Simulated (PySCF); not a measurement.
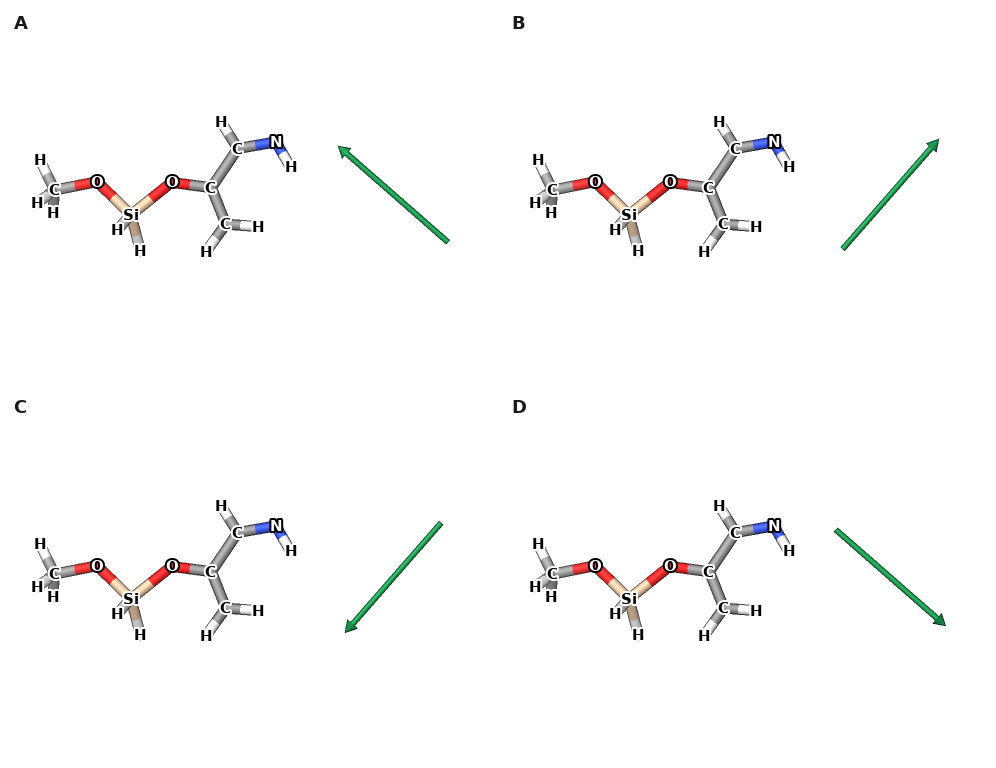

The same molecule four times, each with an arrow. Computed geometry: GFN2-xTB optimisation. No frequency run is at hand to confirm it as a minimum. Properties computed with PBE0/pcSseg-1, gas phase (PySCF 2.14.0).

### Which arrow points along the dipole moment, from the negative to the positive end?

C. The dipole moment is 3.94 D.

The geometry is semi-empirical. Around Si such bond lengths and angles can be off by a tenth of an ångström or more and by several degrees, and values that hang on the shape move with them.
